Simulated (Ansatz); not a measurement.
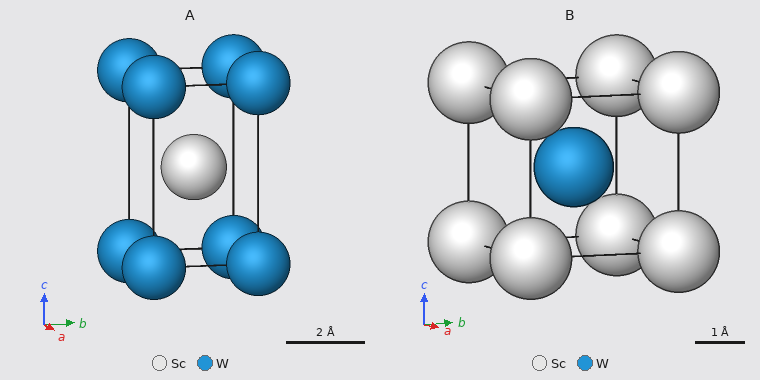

Two structures of ScW, each relaxed to rest (conventional cells in solid outline, small ones repeated, not to one scale). Method: DFT PBE, scalar-relativistic, plane waves, PAW in Ansatz, without spin polarisation.

> Which structures are these?

A: 2 atoms a cell on a primitive tetragonal lattice, P4/mmm. B: caesium chloride (CsCl, B2) type, Pm-3m.

> Which form lies lower?

A is lower, by 282 meV/atom at this level of theory (energies at zero smearing). Volumes: A 18.4, B 18.3 Å³/atom.

One or both may be structure types tried for this composition rather than known phases.
